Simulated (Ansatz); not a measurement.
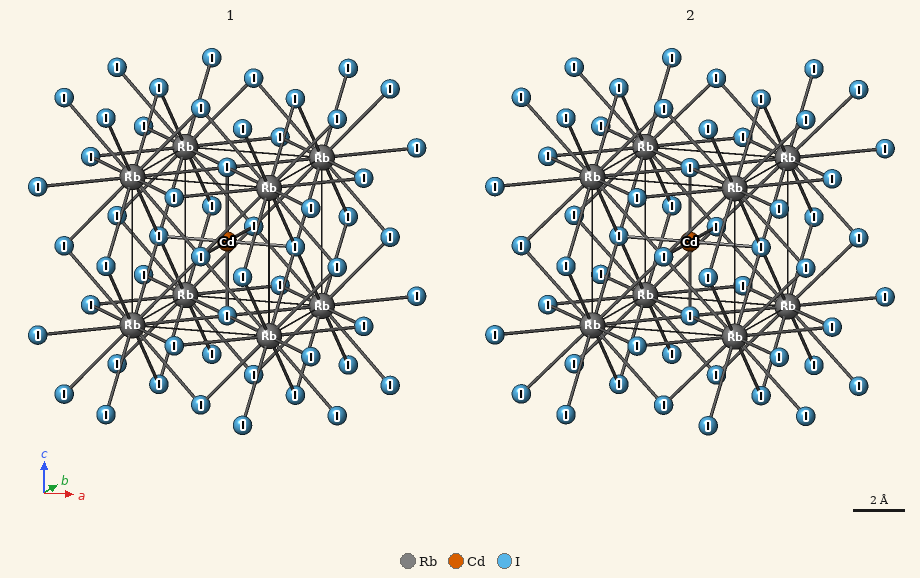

Two geometries of solid RbCdI3 (built on the cubic perovskite type) at its r2SCAN-relaxed geometry: one is the relaxed structure, the other was perturbed away from it. The picture is a ball-and-stick view of the cell of the calculation, seen slightly off an axis.

The calculation used Ansatz 0.2.0, DFT, r2SCAN, plane waves, PAW. Set-up: plane-wave cutoff 500 eV; k-point mesh 4 × 4 × 4; occupations fermi dirac; smearing width 0.02 eV; no spin polarisation.

Question: Which is the distorted one, and what does the distortion cost?

Answer: Structure 1 is the perturbed one. The cell is strained by −4.0 % along a and none across it (volume −4.0 %). The atoms were relaxed with r2SCAN under that strain, and this is a single point on that geometry. Energy change: +9.6 meV per atom. Pressure: 0.0 GPa before, 1.1 GPa after. The principal stresses (compression positive) are 1.9 GPa along a and 0.6 GPa across it. All forces vanish by symmetry. Among the bonded contacts that change: Cd–I 2.975 → 2.856 to 2.975 Å, I–Rb 4.208 → 4.125 to 4.208 Å. The space group (tolerance 0.01 Å) goes from Pm-3m (No. 221) to P4/mmm (No. 123).
